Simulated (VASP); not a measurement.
Band structure of ZrP (relaxed from the zinc blende structure, space group F-43m). Method: PBEsol GGA, VASP's PBE PAW potentials (set 64) (plane waves; VASP).

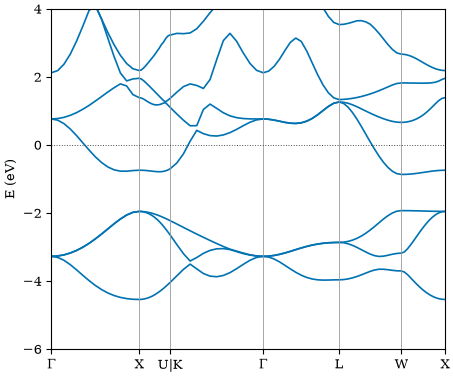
Fig. 1. Bands along high-symmetry lines, zero at the valence-band maximum or, without a gap, the Fermi level

Question: Read the plot: is there a gap, and where are the band edges?

Answer: It has no gap at this level: it comes out as a metal or semimetal. (Edges off the drawn lines would not show.)

The structure was generated: ZrP was put into the zinc blende type (F-43m), which need not be its known phase. It was relaxed first, which changed the volume by -29 %. The electron count is odd and the run is not spin-polarised, which forces a metal.
